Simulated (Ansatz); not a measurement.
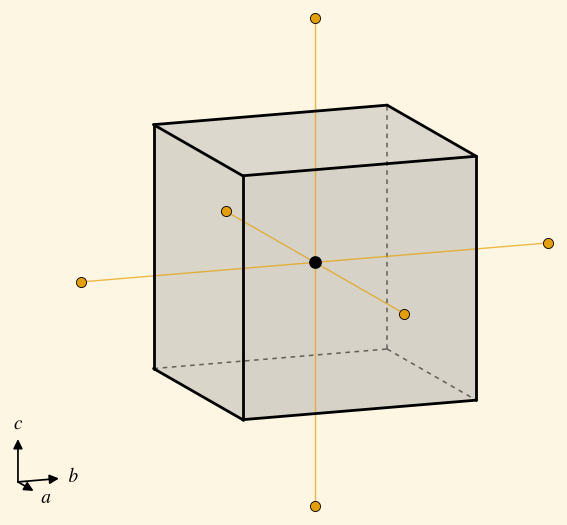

For ScAl4, coordinates from a relaxation with Ansatz 0.2.0, DFT PBE, scalar-relativistic, plane waves, PAW; the starting structure was generated, so it need not be a known form of this composition: the Wigner–Seitz cell of the crystal's lattice, with lines to the lattice points that define its faces. Geometry calculated from the standardised cell; symmetry tolerance 0.002 Å.

a = 5.285 Å, b = 5.285 Å, c = 5.285 Å, α = 90.00°, β = 90.00°, γ = 90.00°; lattice centring P.

### Describe the polyhedron.

A parallelepiped: 6 faces (6 with 4 edges), 12 edges, 8 vertices. Its volume is that of the primitive cell, 147.6 Å³.

### Which lattice vectors do the faces bisect?

```
example  length (Å)  faces  edges of each  area (Å²)
      a        5.28      6              4       27.9
```
